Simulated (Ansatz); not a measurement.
C₂H₅AlF (charge +1)

```xyz
9

C    -1.4340   -0.0990   -0.0233
C    -0.8758   -0.0506    1.4092
Al   -1.2809   -1.8195   -0.9154
F    -1.1396   -3.2699   -1.6370
H    -0.9225    0.6033   -0.7063
H    -2.5136    0.1320   -0.0703
H    -1.3999   -0.7363    2.0900
H     0.2022   -0.2620    1.4498
H    -1.0263    0.9722    1.7902
```

Geometry: B3LYP-D3(BJ)/def2-SVP.

The calculation used isolated molecule in a Gaussian basis; Kohn-Sham density functional theory, functional PBE0 in Ansatz 0.2.0.

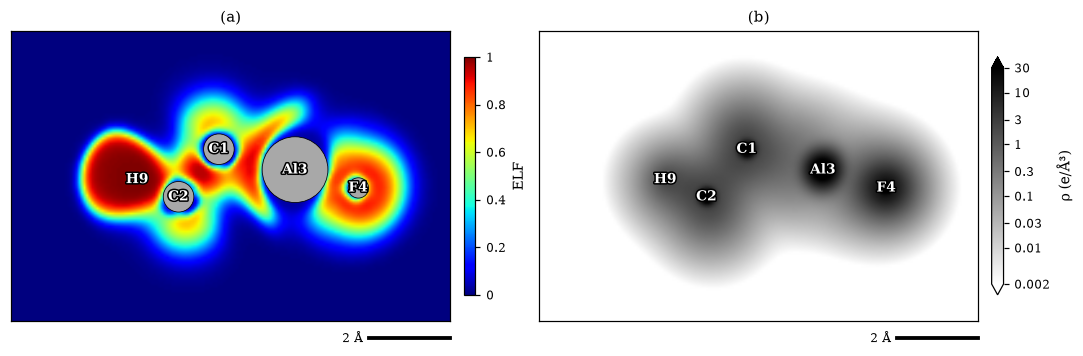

Figure 1. (a) electron localisation function; (b) total electron density on the plane of atoms C2, C1 and Al3. Grey discs cover the atomic cores in the ELF map.

What does the map show?

Atoms in the plane: C, Al, F and H.
C–C (1.54 Å): ρ is about 1.6 e/Å³ halfway; the ELF peaks at about 0.95 between the atoms, as expected for localised, covalent bonding.
Al–F (1.63 Å): ρ at the midpoint is about 0.98 e/Å³; the ELF peaks at about 0.85 in the valence shell of F, 0.6 Å from its nucleus, and is about 0.35 at the midpoint.
C–Al (1.94 Å): ρ at the midpoint is about 0.7 e/Å³; the ELF peaks at about 0.90 between the atoms; a polar covalent bond.
C–H (1.10 Å): the density is about 2 e/Å³ at the midpoint; the ELF climbs to about 1 towards the hydrogen, as it does in any bond to H (a covalent bond by its length).
The ELF also peaks beside F4, away from the bonds: lone-pair regions.

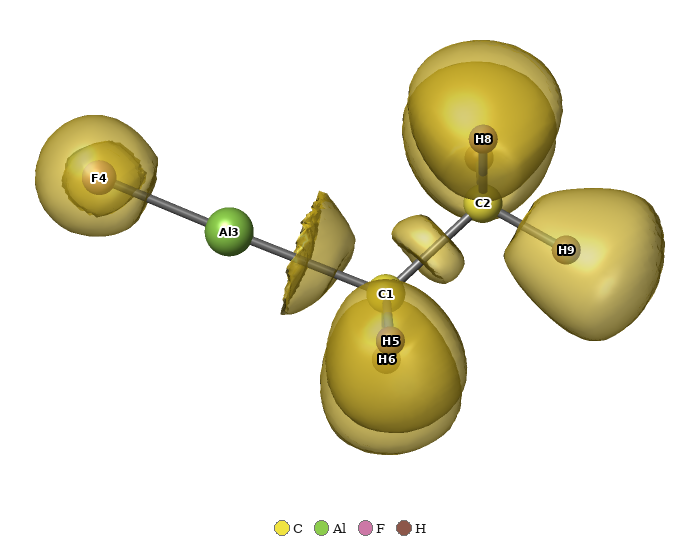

Figure 2. Isosurface of the ELF at 0.8 (yellow), seen at a tilt. Only the valence region is drawn (cores and ρ < 0.01 e/Å³ removed).

Identify the bonds, lone pairs and shells in this picture.

The ELF exceeds this value in one region between bonded Al–C atoms (shared pairs), one region between bonded C–C atoms (shared pairs), five regions around hydrogen nuclei and one region wrapped around F (its valence shell).

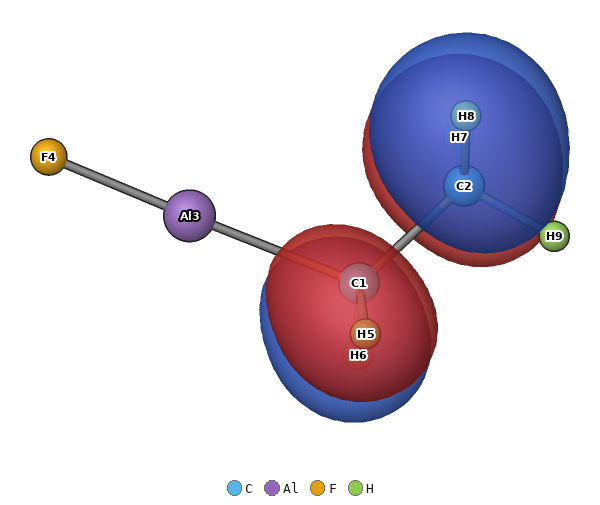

Figure 3. The HOMO−1 at ±0.1 Å⁻³ᐟ² (blue and red are the two phases), seen across its widest extent.

What is the character of this orbital?

It lies mainly on C2 (about 35 %), H8 (about 15 %), H7 (about 15 %), C1 (about 15 %), H6 (about 5 %) and H5 (about 5 %). Its energy is −15.32 eV.
